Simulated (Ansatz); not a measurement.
## Amorphous Ga₂₄O₃₈Sn

It comes from a melt-quench run on a machine-learned potential (CHGNet), relaxed afterwards by DFT. O atoms were pushed apart under 1.9 Å during the dynamics, to hinder bonds among them. The hot cell started wider than the set density and was brought back towards it in steps. It is the lowest in DFT energy of 2 quenches. It is a model cell: composition and starting density were chosen by hand, and all elements were melted together. No dispersion term was used. Cycles of charging and discharging annealed it further.

Methods: PBE, scalar-relativistic without spin-orbit coupling (Ansatz, a first-principles code); r2SCAN, scalar-relativistic without spin-orbit coupling (Ansatz); HSE06, scalar-relativistic without spin-orbit coupling (Ansatz). Geometry, pressure, stress and energy are those of the PBE run. Its sampling: a 2×2×2 Γ-centred mesh; Fermi-Dirac width 0.02 eV; no spin polarisation. Other functionals are single points at the zone centre (r2SCAN at 500 eV; exact exchange cut at the cell's faces), free to take moments where seeds were set. At PBE the levels at the filled edge of the gap are localised (band-tail or defect states), and the nearest spread-out levels lie 1.9 eV apart at the zone centre.

The number of atoms in the cell is 63 and the density (held, not predicted) is 5.06 g/cm³. The volume per atom is 84.4 bohr³, the pressure on a 2×2×2 Γ-centred mesh is -0.94 GPa and the largest force and stress component on that mesh (the relaxation ran on the zone centre alone) comes out as 0.06 eV/Å and 2.6 GPa. The energy relative to beta Ga2O3 + rutile SnO2 (lowest mix at this level among the phases computed, not always the ambient ones) is 0.140 eV/atom. The level gap on a 2×2×2 Γ-centred mesh (PBE) comes out as 1.38 eV, the level gap at the zone centre (PBE) is 1.40 eV and the level gap at the zone centre (r2SCAN) is 1.90 eV. The level gap at the zone centre (HSE06) comes out as 3.02 eV.

Cut-offs for bonds: Ga-Ga 2.68 Å, Ga-O 2.56 Å, Ga-Sn 2.87 Å, O-O 1.58 Å, O-Sn 2.46 Å, Sn-Sn 3.06 Å. Two cations that share two anions don't count as bonded, nor two that share one unless they lie closer than Ga-Ga 2.61 Å, Ga-Sn 2.79 Å, Sn-Sn 2.97 Å.

| Quantity | Result |
|---|---|
| Mean coordination of Ga by anions | 4.54 (12 with 4, 11 with 5, 1 with 6) |
| Mean coordination of O | 3.03 (3 with 2, 31 with 3, 4 with 4) |
| Mean coordination of Sn by anions | 6.00 (1 with 6) |
| Mean Ga-O bond | 1.949 Å (spread 0.135 Å, 109 counted) |
| Mean O-Sn bond | 2.132 Å (spread 0.073 Å, 6 counted) |

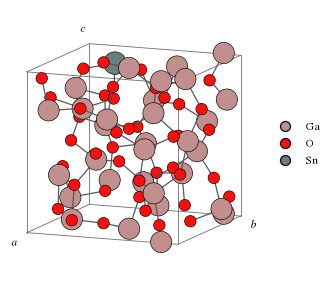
*The relaxed cell*

Its density started from a set value of 5.06 g/cm³. The simulated quench (nominally 330 K/ps over its main leg) is rapid and tends to freeze in more defects than a deposited or slowly cooled glass has. A cell of this size samples the disorder only roughly. The volume was held where the preparation left it, at a PBE pressure of -0.9 GPa (tension). Stress components on the final sampling reach 2.6 GPa. Cycles of charging lowered its energy after that relaxation.
